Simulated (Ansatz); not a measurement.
A small benchmark: atomisation enthalpy at 298 K

10 molecules with oxygen; the atomisation enthalpy at 298 K in kJ/mol, computed less measured. Shapes, held fixed at every level: PBE0-D4/def2-TZVP. Flexible molecules stand in one conformer, not always the lowest. Thermal terms are harmonic and unscaled (PBE0-D4/def2-TZVP); the spin-orbit lowering of the free atoms is taken from their spectra. Programs: Ansatz 0.2.0. Measured values: Active Thermochemical Tables, CRC Handbook of Chemistry and Physics, NIST-JANAF tables.

Levels: A = BHLYP-D4/def2-TZVPP; B = MP2/def2-SVP; C = MP2/def2-TZVPP; D = CCSD(T)/CBS estimate.

```csv
molecule,from tabulated heats,A,B,C,D
B(OH)O (oxoborinic acid),1847,-120,-17,+24,-19
H2O2 (SMILES OO),1070,-115,-96,-13,+1
CH3O (hydroxymethyl radical),1636,-62,-85,-23,-1
CH3NO (SMILES NC=O),2286,-112,-105,-23,-10
C3H8O2 (dimethoxymethane),4742,-167,-186,-47,-1
"C3H8O2 (1,2-propanediol)",4823,-181,-194,-47,-2
C4H8O (tetrahydrofuran),5045,-156,-170,-50,-11
"C4H8O2 (2-methyl-1,3-dioxolane)",5462,-208,-188,-42,-14
C5H8O2 (delta-valerolactone),6206,-229,-156,-21,-14
C5H10O (cyclopentanol),6256,-191,-206,-61,-13
```

Task: Which level does best on this set, which worst, and which err to one side?

Result: 
```json
{"level": "BHLYP-D4/def2-TZVPP", "kind": "global hybrid", "mean error": "-154.1", "mean absolute error": "154.1", "worst case": "C5H8O2"}
{"level": "MP2/def2-SVP", "kind": "perturbation theory", "mean error": "-140.3", "mean absolute error": "140.3", "worst case": "C5H10O"}
{"level": "MP2/def2-TZVPP", "kind": "perturbation theory", "mean error": "-30.3", "mean absolute error": "35.1", "worst case": "C5H10O"}
{"level": "CCSD(T)/CBS estimate", "kind": "coupled cluster or CI", "mean error": "-8.4", "mean absolute error": "8.6", "worst case": "B(OH)O"}
```

On this set CCSD(T)/CBS estimate has the smallest mean absolute error and BHLYP-D4/def2-TZVPP the largest. BHLYP-D4/def2-TZVPP is too low in 10 of 10; MP2/def2-SVP is too low in 10 of 10; MP2/def2-TZVPP is too low in 9 of 10; CCSD(T)/CBS estimate is too low in 9 of 10. The tabulated value of B(OH)O is in doubt (older tables, estimates, or at odds with other calculations) and kept here. Over the 9 molecules whose values aren't doubted the mean absolute errors are A 157.9; B 154.0; C 36.3; D 7.4. For BHLYP-D4/def2-TZVPP the error grows with the size of the molecule. Correlated wave functions converge slowly with the basis. Open shells run unrestricted. The CBS estimate extrapolates MP2 from def2-TZVPP and def2-QZVPP and adds CCSD(T) − MP2 in the triple-zeta set, cores frozen. The set is small.

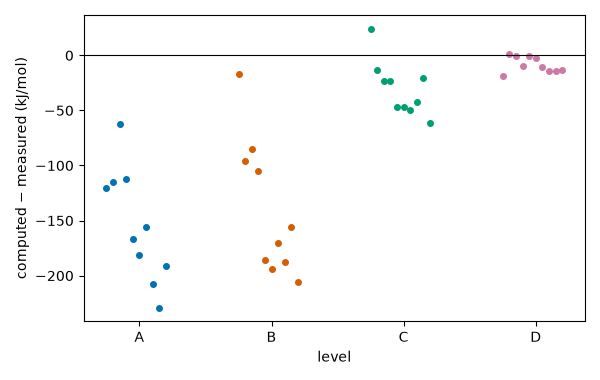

Errors of each level, one point a molecule.
